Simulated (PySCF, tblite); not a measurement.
# C₆H₁₀OSi: geometry, infrared bands and NMR shifts

Aim: predict the infrared bands and NMR shifts of C₆H₁₀OSi (`C=C[SiH2]OC1=CCC1`).

Computed with tblite 0.8.0 and PySCF 2.14.0, with density-fitted response routines of our own, on a single molecule in the gas phase. Atoms are numbered from 0 throughout.

**1. The starting structure**

18 atoms, charge 0, multiplicity 1; geometry from: force field or distance geometry start.

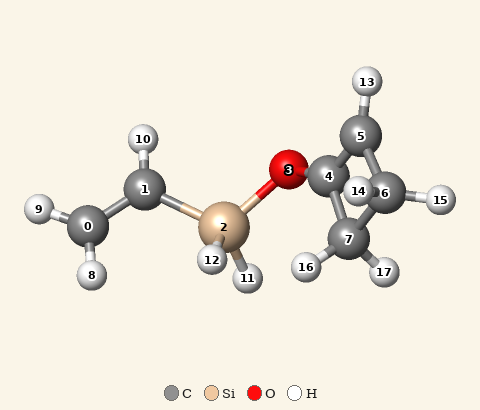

As it starts; carbon grey, silicon light orange, oxygen red, hydrogen white, atoms numbered.

**2. Optimising the geometry with GFN2-xTB**

What the job is given:

```
{"job": {"kind": "relax", "xc": "GFN2-xTB", "basis": "xTB"}, "charge": 0, "multiplicity": 1}
C      3.740500     0.704600    -0.071500
C      2.872200    -0.303600     0.142500
Si     1.320100    -0.261600    -0.827400
O      0.063300    -1.246300    -0.170000
C     -1.228700    -0.695600    -0.152000
C     -2.293100    -0.746400     0.624900
C     -3.069000     0.160400    -0.240800
C     -1.867800     0.223200    -1.124000
H      3.479000     1.475900    -0.787200
H      4.665700     0.785300     0.443100
H      3.095300    -1.102500     0.861200
H      1.575400    -0.734600    -2.192600
H      0.797100     1.137700    -0.860000
H     -2.523700    -1.247800     1.554000
H     -3.208900     1.131600     0.291500
H     -3.973300    -0.265300    -0.710300
H     -1.399900     1.227700    -1.190400
H     -2.053000    -0.236600    -2.132100
```

The run is started by

```console
$ OMP_NUM_THREADS=1 python probes_run.py task.json out
```

This one command runs all jobs of the session in turn.

Output:

```text
step      E/eV     max force
  0    -644.35201    2.668
  1    -644.58753    2.118
  2    -644.67302    0.767
  3    -644.71824    0.500
  4    -644.74771    0.430
  5    -644.76126    0.268
  6    -644.77264    0.270
  7    -644.78176    0.306
  8    -644.79102    0.258
  9    -644.79948    0.231
 10    -644.80625    0.213
 11    -644.81434    0.216
 12    -644.82514    0.286
 13    -644.83908    0.281
 14    -644.85360    0.277
 15    -644.86594    0.285
 16    -644.87795    0.266
 17    -644.89290    0.327
 18    -644.90744    0.271
 19    -644.91860    0.238
 20    -644.92707    0.218
 21    -644.93373    0.191
 22    -644.94097    0.215
 23    -644.94954    0.260
 24    -644.95860    0.230
 25    -644.96724    0.224
 26    -644.97418    0.169
 27    -644.97900    0.180
 28    -644.98186    0.167
 29    -644.98467    0.125
 30    -644.98710    0.096
 31    -644.98956    0.113
 32    -644.99218    0.127
 33    -644.99600    0.146
 34    -645.00045    0.184
 35    -645.00475    0.158
 36    -645.00778    0.109
 37    -645.00949    0.089
 38    -645.01047    0.073
 39    -645.01153    0.071
 40    -645.01272    0.071
 41    -645.01378    0.061
 42    -645.01447    0.061
 43    -645.01491    0.060
 44    -645.01534    0.060
 45    -645.01580    0.053
 46    -645.01628    0.053
 47    -645.01673    0.054
 48    -645.01713    0.039
 49    -645.01749    0.037
 50    -645.01781    0.040
 51    -645.01808    0.034
 52    -645.01830    0.033
 53    -645.01855    0.039
 54    -645.01881    0.039
 55    -645.01906    0.038
 56    -645.01925    0.033
 57    -645.01942    0.033
 58    -645.01960    0.035
 59    -645.01978    0.030
 60    -645.01992    0.025
 61    -645.02001    0.022
 62    -645.02011    0.025
 63    -645.02026    0.031
 64    -645.02047    0.039
 65    -645.02071    0.043
 66    -645.02094    0.038
 67    -645.02118    0.041
 68    -645.02150    0.043
 69    -645.02192    0.063
 70    -645.02244    0.071
 71    -645.02298    0.055
 72    -645.02359    0.070
 73    -645.02438    0.089
 74    -645.02540    0.084
 75    -645.02652    0.095
 76    -645.02750    0.071
 77    -645.02744    0.229
 78    -645.02881    0.061
 79    -645.02941    0.065
 80    -645.03092    0.089
 81    -645.03208    0.116
 82    -645.03311    0.078
 83    -645.03377    0.099
 84    -645.03440    0.061
 85    -645.03485    0.047
 86    -645.03541    0.044
 87    -645.03561    0.044
 88    -645.03584    0.042
 89    -645.03610    0.040
 90    -645.03646    0.036
 91    -645.03685    0.050
 92    -645.03717    0.046
 93    -645.03743    0.052
 94    -645.03764    0.036
 95    -645.03780    0.034
 96    -645.03791    0.021
 97    -645.03801    0.024
 98    -645.03813    0.028
 99    -645.03834    0.030
100    -645.03866    0.040
101    -645.03900    0.041
102    -645.03923    0.031
103    -645.03938    0.030
104    -645.03955    0.034
105    -645.03979    0.044
106    -645.04005    0.051
107    -645.04028    0.042
108    -645.04049    0.038
109    -645.04075    0.040
110    -645.04113    0.046
111    -645.04159    0.046
112    -645.04199    0.044
113    -645.04228    0.044
114    -645.04247    0.078
115    -645.04272    0.061
116    -645.04302    0.048
117    -645.04334    0.035
118    -645.04347    0.025
119    -645.04361    0.019
120    -645.04373    0.027
121    -645.04381    0.036
122    -645.04391    0.023
123    -645.04400    0.041
124    -645.04407    0.016
125    -645.04412    0.014
126    -645.04415    0.019
127    -645.04422    0.024
128    -645.04426    0.019
129    -645.04430    0.012
130    -645.04432    0.009
```

Run time: 0.8 s. Hardware: 1 thread of Arm Neoverse V2, shared host.

Along the way: (not every step is listed)

```csv
step,energy from step 0 (eV),largest force (eV/Å)
0,0.0000,2.6681
1,-0.2355,2.1178
2,-0.3210,0.7665
3,-0.3662,0.5003
4,-0.3957,0.4300
5,-0.4093,0.2680
6,-0.4206,0.2700
7,-0.4298,0.3059
8,-0.4390,0.2581
19,-0.5666,0.2383
30,-0.6351,0.0960
41,-0.6618,0.0615
52,-0.6663,0.0333
63,-0.6683,0.0306
74,-0.6734,0.0842
85,-0.6828,0.0470
96,-0.6859,0.0208
107,-0.6883,0.0416
118,-0.6915,0.0248
125,-0.6921,0.0137
126,-0.6921,0.0193
127,-0.6922,0.0241
128,-0.6923,0.0193
129,-0.6923,0.0120
130,-0.6923,0.0087
```

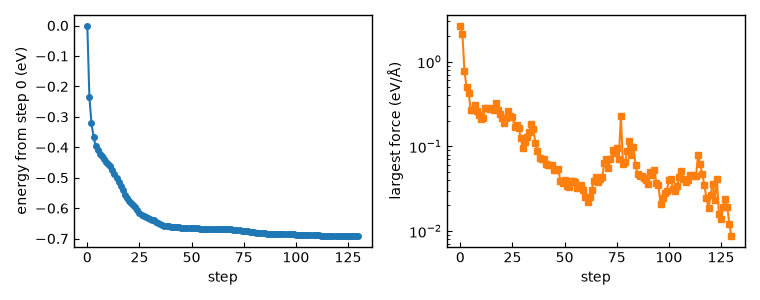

Energy and force, step by step.

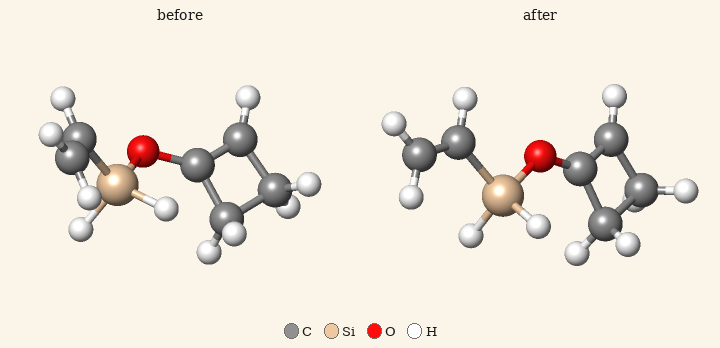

The geometry before (left) and after (right).

Close pairs (by a distance rule), those that changed most:

```csv
bond,before (Å),after (Å),change (Å)
Si2–O3,1.727,1.633,-0.094
O3–C4,1.405,1.333,-0.072
C6–C7,1.492,1.551,+0.059
C1–Si2,1.831,1.874,+0.044
C7–H17,1.123,1.089,-0.035
C5–C6,1.474,1.509,+0.034
C6–H14,1.116,1.089,-0.027
Si2–H12,1.494,1.468,-0.026
```

The final coordinates are the input of the step that follows.

**3. Vibrational analysis with GFN2-xTB**

What the job is given:

```
{"job": {"kind": "ir", "xc": "GFN2-xTB", "basis": "xTB"}, "charge": 0, "multiplicity": 1}
C      4.069888     0.162690    -0.172271
C      2.829883    -0.082721     0.216080
Si     1.319176     0.327741    -0.814845
O      0.126107    -0.233759     0.147872
C     -1.196345    -0.250550    -0.018359
C     -2.219231    -0.715879     0.699192
C     -3.245345    -0.260991    -0.309043
C     -2.050960     0.279396    -1.137660
H      4.280700     0.622562    -1.124070
H      4.931056    -0.079736     0.431635
H      2.671742    -0.547755     1.181922
H      1.301753    -0.360194    -2.111439
H      1.158661     1.767493    -1.052127
H     -2.316293    -1.225147     1.638365
H     -3.936883     0.503050     0.042824
H     -3.807417    -1.059004    -0.791859
H     -2.025914     1.360189    -1.264780
H     -1.899338    -0.201068    -2.102614
```

Output:

```text
mode    cm-1     km/mol
  1      27.3      0.12
  2      39.1      0.01
  3      74.7      0.15
  4      77.8      0.86
  5     171.6      1.54
  6     248.8      0.01
  7     301.0      0.97
  8     407.5      7.10
  9     413.9      0.69
 10     454.9      0.14
 11     571.1    132.48
 12     600.4     23.69
 13     605.1     38.01
 14     720.6     52.14
 15     727.1     33.87
 16     771.9    339.46
 17     821.3    200.75
 18     837.6      0.89
 19     875.0    114.79
 20     918.8     12.51
 21     964.1     49.47
 22     990.3      1.40
 23    1001.6      0.09
 24    1010.5     14.46
 25    1027.9     15.81
 26    1045.6      0.11
 27    1065.7    170.94
 28    1125.8      0.00
 29    1171.7      3.47
 30    1197.8      3.92
 31    1230.5     42.69
 32    1264.2      6.84
 33    1299.8    362.16
 34    1424.6      0.47
 35    1451.3      0.28
 36    1470.5      1.45
 37    1677.5     35.16
 38    1716.1    226.23
 39    2191.5    432.60
 40    2232.5    150.13
 41    2977.1      4.96
 42    2997.9     66.33
 43    2999.3     65.61
 44    3004.3     34.39
 45    3033.4     28.57
 46    3076.8     44.67
 47    3103.8     53.18
 48    3143.6     35.09
```

Run time: 0.56 s. Hardware: 1 thread of Arm Neoverse V2, shared host.

Which atoms move in the most intense modes:

```csv
cm⁻¹,km/mol,atoms
571,132.5,"C1 24 %, H11 19 %, H12 19 %, Si2 13 %"
772,339.5,"H11 27 %, H12 27 %, Si2 26 %"
821,200.8,"H11 47 %, H12 47 %"
1066,170.9,"C7 31 %, O3 23 %, C5 15 %"
1300,362.2,"C4 52 %, O3 15 %, C7 14 %"
1716,226.2,"C4 58 %, C5 34 %"
2192,432.6,"H12 48 %, H11 47 %"
2232,150.1,"H11 49 %, H12 48 %"
```

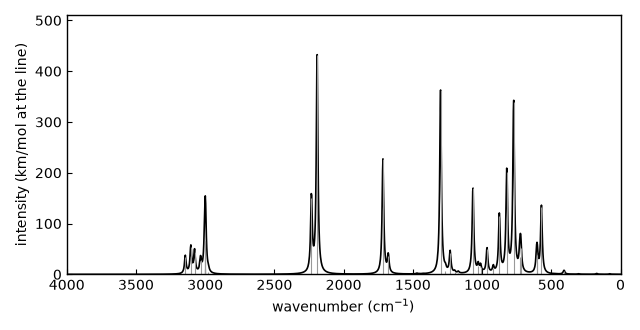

The infrared spectrum from these modes, unscaled. Lines are broadened to a width of 14 cm⁻¹ (Lorentzian).

**4. Nuclear shieldings: PBE0/pcSseg-1**

Same as in step 3 but for these lines:

```diff
@@ -1,2 +1,2 @@
-{"job": {"kind": "ir", "xc": "GFN2-xTB", "basis": "xTB"}, "charge": 0, "multiplicity": 1}
+{"job": {"kind": "nmr", "xc": "PBE0", "basis": "pcSseg-1"}, "charge": 0, "multiplicity": 1}
 C      4.069888     0.162690    -0.172271
```

With the program's defaults for keys left out, this is: GIAO PBE0/pcSseg-1 NMR shielding, non-relativistic, gas phase.

Output:

```text
coarse grid: 15432 points
cycle   1  E = -598.6341304702  dE =  1.177e+00  |g| = 6.715e-01  |ddm| = 3.914e+00
cycle   2  E = -598.5688055004  dE =  6.532e-02  |g| = 8.996e-01  |ddm| = 1.311e+00
cycle   3  E = -598.7239452048  dE = -1.551e-01  |g| = 1.130e-01  |ddm| = 8.558e-01
cycle   4  E = -598.7261038964  dE = -2.159e-03  |g| = 4.381e-02  |ddm| = 1.144e-01
cycle   5  E = -598.7265087509  dE = -4.049e-04  |g| = 1.606e-02  |ddm| = 4.732e-02
cycle   6  E = -598.7265714658  dE = -6.271e-05  |g| = 3.668e-03  |ddm| = 1.669e-02
cycle   7  E = -598.7265746619  dE = -3.196e-06  |g| = 5.050e-04  |ddm| = 3.317e-03
final grid: 144104 points
cycle   8  E = -598.7856846083  dE = -2.664e-05  |g| = 1.093e-02  |ddm| = 2.721e-02
cycle   9  E = -598.7856566448  dE =  2.796e-05  |g| = 1.628e-02  |ddm| = 1.913e-02
cycle  10  E = -598.7857094182  dE = -5.277e-05  |g| = 1.971e-03  |ddm| = 1.243e-02
cycle  11  E = -598.7857103005  dE = -8.823e-07  |g| = 3.224e-04  |ddm| = 2.039e-03
cycle  12  E = -598.7857103189  dE = -1.847e-08  |g| = 1.465e-04  |ddm| = 3.365e-04
cycle  13  E = -598.7857103240  dE = -5.081e-09  |g| = 3.012e-05  |ddm| = 1.391e-04
cycle  14  E = -598.7857103242  dE = -2.121e-10  |g| = 5.942e-06  |ddm| = 3.663e-05
converged SCF energy = -598.7857103242

GIAO shielding tensors (ppm)
atom      isotropic    diamagn.    paramagn.     s11        s22        s33       span
  0 C       43.445     251.803    -208.358    -87.787     46.490    171.633    259.420
  1 C       44.346     261.847    -217.502    -73.666     45.829    160.874    234.540
  2 Si     383.223     882.691    -499.468    344.238    356.227    449.205    104.967
  3 O      219.845     400.130    -180.285    122.312    264.846    272.376    150.065
  4 C       32.197     245.140    -212.943    -67.421     60.671    103.341    170.762
  5 C       77.376     253.889    -176.513     -7.508    107.118    132.518    140.027
  6 C      166.187     257.413     -91.227    148.345    165.049    185.166     36.821
  7 C      153.123     252.976     -99.853    138.631    153.999    166.739     28.108
  8 H       25.719      29.817      -4.098     21.891     25.249     30.017      8.126
  9 H       25.171      27.270      -2.100     21.775     24.810     28.927      7.152
 10 H       25.126      33.024      -7.898     22.457     24.467     28.454      5.996
 11 H       26.394      31.251      -4.857     22.856     25.932     30.395      7.540
 12 H       26.383      31.436      -5.053     22.842     25.935     30.373      7.531
 13 H       26.914      33.112      -6.198     24.257     24.971     31.515      7.259
 14 H       29.585      29.511       0.074     25.707     27.195     35.855     10.148
 15 H       29.585      29.311       0.274     25.698     27.218     35.838     10.140
 16 H       28.972      30.851      -1.879     25.488     27.783     33.646      8.157
 17 H       28.983      30.544      -1.561     25.481     27.809     33.658      8.177
```

Run time: 37 s. Hardware: 1 thread of Arm Neoverse V2, shared host; peak memory 0.9 GiB.

Shifts follow as δ = σ(reference) − σ, with reference shieldings (ppm) from runs at the same level and on the same kind of geometry: 1H TMS 31.72, 13C TMS 186.9, 29Si TMS 349.2, 17O H2O 336.1. The references are single molecules in the gas phase, so shifts against H2O, NH3, PH3, H3PO4 or CFCl3 are not on the usual liquid scales and can be off by tens of ppm. Atoms listed in one row are averaged.

```csv
atoms,environment,σ (ppm),δ (ppm),δ scaled to CDCl3
C4,alkene carbon bearing oxygen,32.2,154.7,149.1
C0,terminal =CH2 carbon,43.4,143.5,138.1
C1,alkene CH,44.3,142.6,137.2
C5,β carbon of an enol-ether or enamine type C=C,77.4,109.5,105.0
C7,allylic sp3 CH2,153.1,33.8,31.1
C6,allylic sp3 CH2,166.2,20.7,18.3
H10,hydrogen on an alkene CH,25.13,6.59,6.32
H9,hydrogen on a terminal =CH2 carbon,25.17,6.55,6.28
H8,hydrogen on a terminal =CH2 carbon,25.72,6.00,5.76
"H11, H12","hydrogen on a silicon bonded to C, O",26.39,5.33,–
H13,hydrogen on a β carbon of an enol-ether or enamine type C=C,26.91,4.80,4.63
"H16, H17",hydrogen on an allylic sp3 CH2,28.98,2.74,2.69
"H14, H15",hydrogen on an allylic sp3 CH2,29.59,2.13,2.12
Si2,"silicon bonded to C, O, 2 H",383.2,-34.1,–
O3,"oxygen bonded to C, Si",219.8,116.2,–
```

The scaled column applies a straight-line fit of computed shieldings to shifts measured in CDCl3 (root-mean-square error 0.16 ppm for H, 1.9 ppm for C).

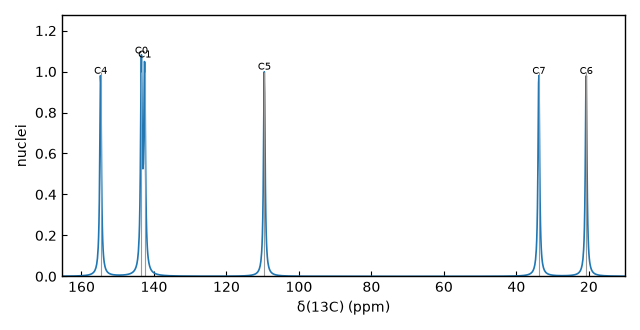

13C lines at the computed shifts, without couplings. Lines are broadened to a width of 0.54 ppm (Lorentzian).

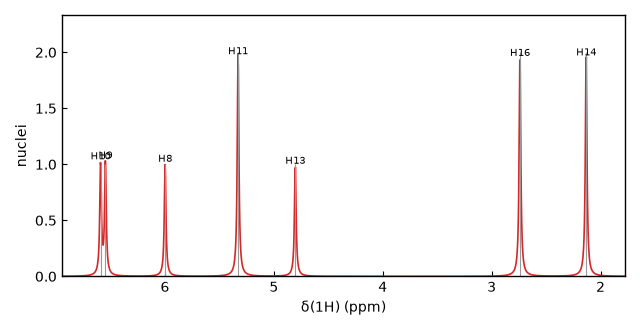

1H lines at the computed shifts, without couplings. Lines are broadened to a width of 0.02 ppm (Lorentzian).

Charges from the same density, by scheme (e):

```csv
atoms,Mulliken,IAO,Hirshfeld,ESP fit
C0,-0.16,-0.27,-0.08,-0.42
C1,-0.48,-0.43,-0.14,-0.23
Si2,0.85,1.01,0.41,0.66
O3,-0.59,-0.57,-0.19,-0.52
C4,0.20,0.20,0.07,0.54
C5,-0.19,-0.23,-0.09,-0.48
C6,-0.16,-0.25,-0.07,0.10
C7,-0.23,-0.29,-0.08,-0.48
```

IAO charges:

C0 -0.27; C1 -0.43; Si2 1.01; O3 -0.57; C4 0.20; C5 -0.23; C6 -0.25; C7 -0.29; H8 0.14; H9 0.15; H10 0.16; H11 -0.15; H12 -0.15; H13 0.15; H14 0.14; H15 0.14; H16 0.14; H17 0.14

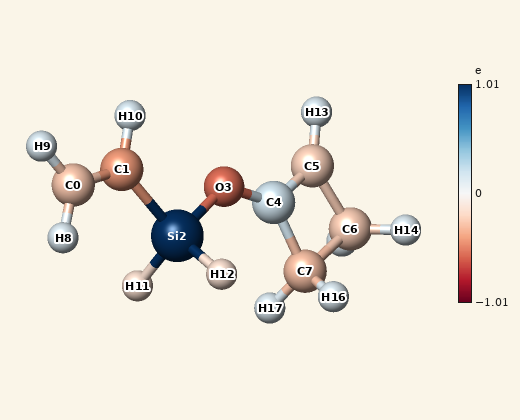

IAO charges, as colours on the atoms.

Mayer bond orders: C0–C1 1.99, C1–Si2 0.90, Si2–O3 0.92, O3–C4 0.97, C4–C5 1.75, C5–C6 1.04, C6–C7 1.04, C7–C4 1.08.

Ring of atoms C4, C5, C6, C7: NICS(0) -6.3, NICS(1) -2.8, NICS(1)zz -1.8 ppm (means of both faces).

The fields below are evaluated on a grid from the run's orbitals.

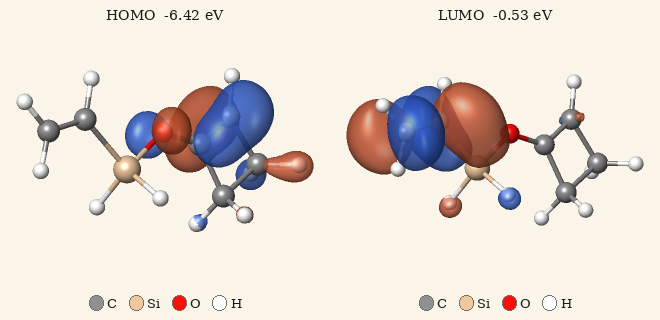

Frontier orbitals at PBE0/pcSseg-1; each surface holds 70 % of the orbital's density, blue and red mark the sign.

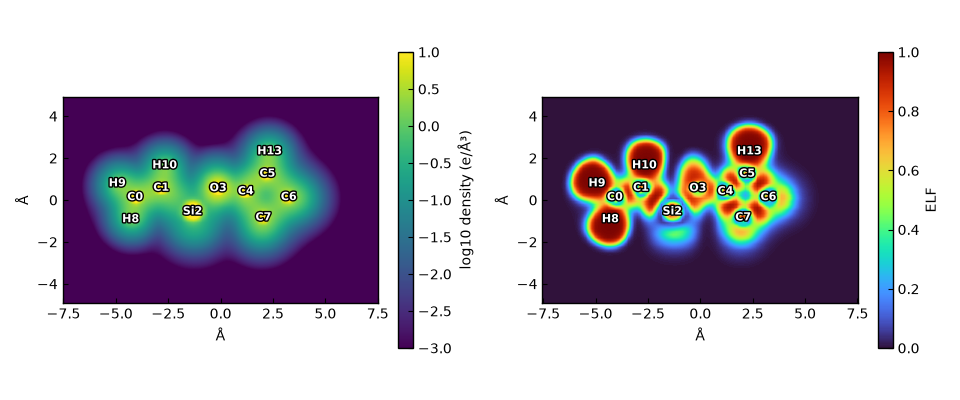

Density (left) and ELF (right) in a plane through or near 12 of the atoms.

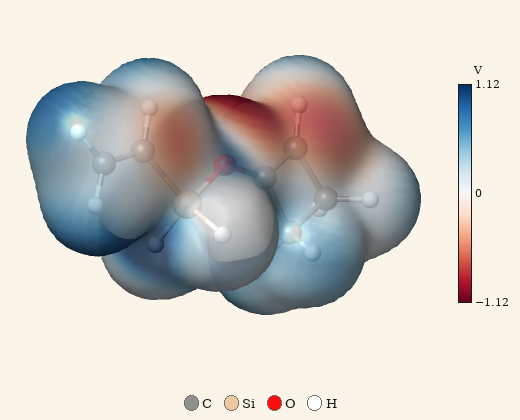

Electrostatic potential on the surface of density 0.002 e/bohr³; red is low, blue high. It runs from -0.96 V near O3 to 1.12 V near H8.

**5. Outcome**

| quantity | value |
| --- | --- |
| strongest single infrared mode (GFN2-xTB) | 2192 cm⁻¹, 433 km/mol |
| zero-point energy (GFN2-xTB) | 86.6 kcal/mol |
| 13C shifts against TMS (PBE0/pcSseg-1) | 154.7, 143.5, 142.6, 109.5, 33.8, 20.7 ppm |
| 1H shifts against TMS (PBE0/pcSseg-1, means over atoms taken as alike) | 6.59, 6.55, 6.00, 5.33, 4.80, 2.74, 2.13 ppm |
| 29Si shifts against TMS (PBE0/pcSseg-1) | -34.1 ppm |
| 17O shifts against H2O (PBE0/pcSseg-1) | 116.2 ppm |
| surface potential, least and greatest | -0.96 V and 1.12 V |

What this shows: Relaxing lowered the energy by 0.692 eV in 130 steps; the close pair that moved most is Si2–O3, from 1.727 to 1.633 Å. No mode is imaginary among the 48: a minimum at this level. The strongest single mode, at 2192 cm⁻¹, moves mainly H12 and H11. Unscaled tight-binding wavenumbers are off by several per cent, some by more. Its intensities can rank the bands wrongly. The most deshielded hydrogen is H10 (hydrogen on an alkene CH), at 6.59 ppm: a vinylic proton, deshielded by the sp2 carbon and the C=C anisotropy. At PBE0/pcSseg-1: Shielding is most anisotropic at C0 (span 259 ppm, paramagnetic term -208 ppm). By nearest atom (PBE0/pcSseg-1), the HOMO sits on C5 38 %; C4 24 % and the LUMO on C0, C1 about 29 % each; H8, H9, H10 about 8 % each.
